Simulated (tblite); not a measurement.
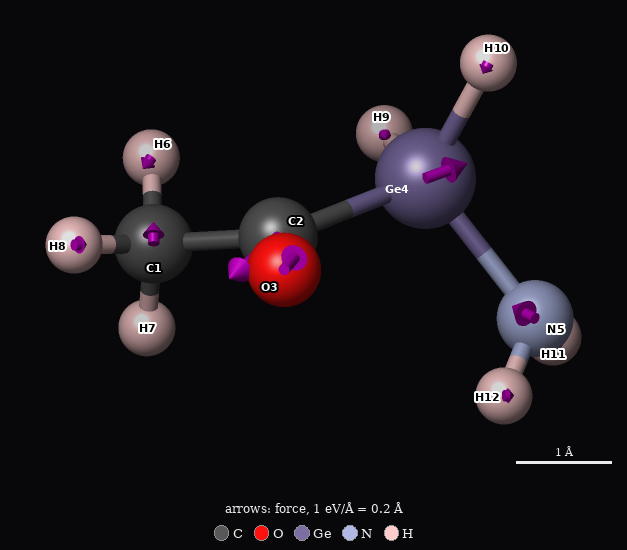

Starting geometry of C$_{2}$H$_{7}$GeNO (charge +1, multiplicity 2) with the computed forces as purple arrows. The picture is a ball-and-stick view, seen at a tilt.

Level of theory: GFN2-xTB geometry optimisation, gas phase (tblite 0.8.0). 

> Is this structure relaxed? If not, where do the atoms go?

It isn't relaxed: the largest force vector, on C2, is 5.59 eV/Å. The final displacements have little in common with the starting forces (cosine between the two patterns 0.24). H12 moves most after the best rigid fit: 0.94 Å. By element the largest moves are H 0.94 Å, O 0.27 Å, C 0.24 Å, N 0.21 Å, Ge 0.11 Å. Near-neighbour distances that change, for instance: C2–Ge4 1.938 → 2.240 Å, Ge4–N5 1.874 → 1.761 Å, Ge4–H10 1.555 → 1.497 Å, C2–O3 1.222 → 1.167 Å. Bond angles that change, for instance: Ge4–N5–H11 106.8° → 125.1°, C1–C2–O3 118.9° → 137.0°, H9–Ge4–H10 107.2° → 123.8°. Groups turn about C1–C2 by about 30°. After 94 geometry steps the energy has fallen by 99.9 kJ/mol.
